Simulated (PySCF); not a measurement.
C$_{3}$H$_{12}$OSi$_{4}$

```
atom    x (Å)    y (Å)    z (Å)
   C  -2.3704   1.9040   0.4084
   C  -1.4744   0.9638   0.1032
   C  -1.6349   0.1806  -1.1077
   O  -0.7756  -0.5562  -1.5410
  Si   0.1073   0.5179   1.0623
  Si  -0.2770  -1.5690   2.0078
  Si   1.8627   0.7276  -0.4619
  Si   2.1351  -1.0357  -1.9349
   H  -3.2255   2.1140  -0.2197
   H  -2.2654   2.5118   1.2910
   H  -2.6046   0.2812  -1.6349
   H   0.0913   1.5466   2.1297
   H  -1.5048  -1.6504   2.8082
   H   0.8242  -1.9342   2.9038
   H  -0.3789  -2.6240   0.9991
   H   1.6893   2.0021  -1.1869
   H   3.0830   0.9784   0.3307
   H   3.5652  -1.2760  -2.1836
   H   1.5460  -0.7856  -3.2479
   H   1.6023  -2.2864  -1.3966
```

Geometry: GFN2-xTB.

Level of theory: PySCF, PBE0/pcSseg-1, SCF density, gas phase, non-relativistic.

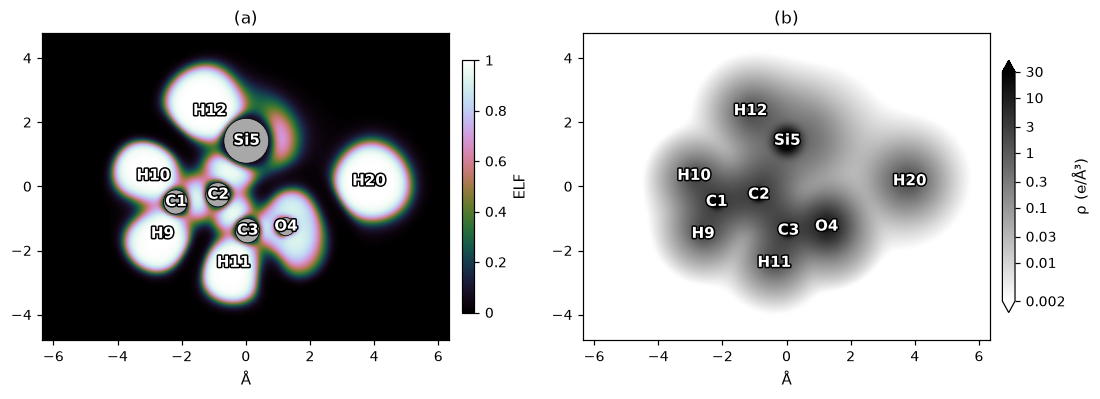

Figure 1. (a) ELF; (b) total electron density on the plane of atoms C3, C2 and Si5. Grey discs cover the atomic cores in the ELF map.

Question: Read the bonding off the picture.

Answer: The plane passes through C, O, Si and H nuclei.
C–O (1.21 Å): ρ is about 3.3 e/Å³ halfway; the ELF peaks at about 0.85 between the atoms; a multiple bond.
C–C (1.33 Å): the density is about 2.3 e/Å³ at the midpoint; the ELF peaks at about 0.95 between the atoms; a multiple bond.
C–Si (1.90 Å): ρ at the midpoint is about 0.89 e/Å³; the ELF peaks at about 0.95 between the atoms; localised, covalent bonding.
C–H (1.08 Å): the density is about 2.1 e/Å³ at the midpoint; the ELF climbs to about 1 towards the hydrogen, as it does in any bond to H; a covalent bond by its length.
C–C (1.45 Å): the density is about 1.9 e/Å³ at the midpoint; the ELF peaks at about 0.95 between the atoms, as expected for a covalent bond.
The ELF also peaks beside O4, away from the bonds: lone-pair regions.

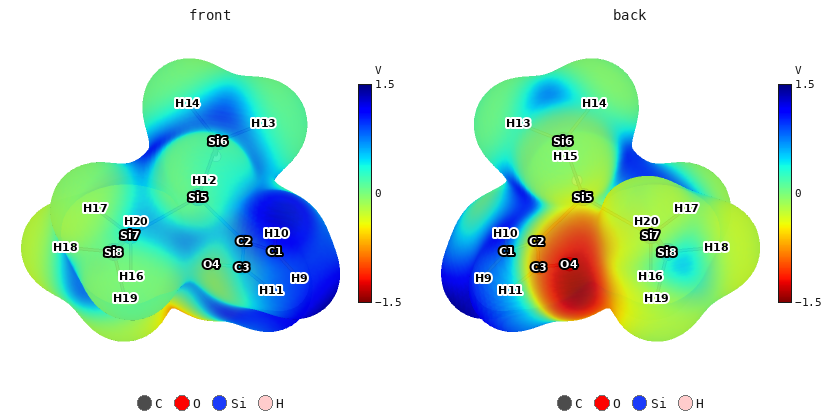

Figure 2. The molecular electrostatic potential painted on the density surface at 0.002 e/bohr³, seen from the front and from behind; the colour scale runs from red (negative) to blue (positive).

Question: Where is the surface potential most negative and most positive?

Answer: The most negative region (about −1.3 V, or −30 kcal/mol for a unit charge) lies over O4, the most positive (about +1.4 V, or +32 kcal/mol for a unit charge) over H9. O4 is the likeliest acceptor of a hydrogen bond.

Question: What dipole moment does the calculation give?

Answer: Its dipole moment is 3.41 D.
